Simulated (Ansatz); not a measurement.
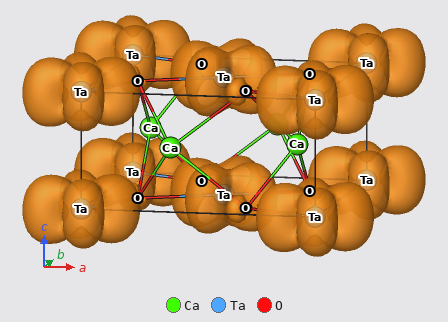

*Ca2TaO2. Isosurfaces of the spin density (up minus down) at +0.04 (orange) and −0.04 e/Å³ (purple), seen slightly off an axis. Sticks mark near contacts.*

Space group P4/mbm; a structure generated by program, which may or may not match a known phase; spin-polarised.

The calculation used DFT PBE, scalar-relativistic, plane waves, PAW in Ansatz.

Core electrons are frozen (PAW), and the valence fields are smoothed inside the atomic spheres.

```yaml
crystal:
  lattice:
    - [6.63062, 0.00000, 0.00000]
    - [0.00000, 6.63062, 0.00000]
    - [0.00000, 0.00000, 3.29028]
  atoms:
    - { symbol: Ca, position: [0.15249, 0.65249, 0.50000] }
    - { symbol: Ca, position: [0.34751, 0.15249, 0.50000] }
    - { symbol: Ca, position: [0.84751, 0.34751, 0.50000] }
    - { symbol: Ca, position: [0.65249, 0.84751, 0.50000] }
    - { symbol: Ta, position: [0.00000, 0.00000, 0.00000] }
    - { symbol: Ta, position: [0.50000, 0.50000, 0.00000] }
    - { symbol: O, position: [0.33152, 0.83152, 0.00000] }
    - { symbol: O, position: [0.16848, 0.33152, 0.00000] }
    - { symbol: O, position: [0.66848, 0.16848, 0.00000] }
    - { symbol: O, position: [0.83152, 0.66848, 0.00000] }
```

Which atoms carry the moments, and with what signs?

Answer. The spin density sits on Ta: +0.6 μB (×2) in one cell of 10 atoms: parallel main moments (a ferromagnetic arrangement) in this solution. The cell of the calculation (10 atoms) carries 2.6 μB of net spin moment.
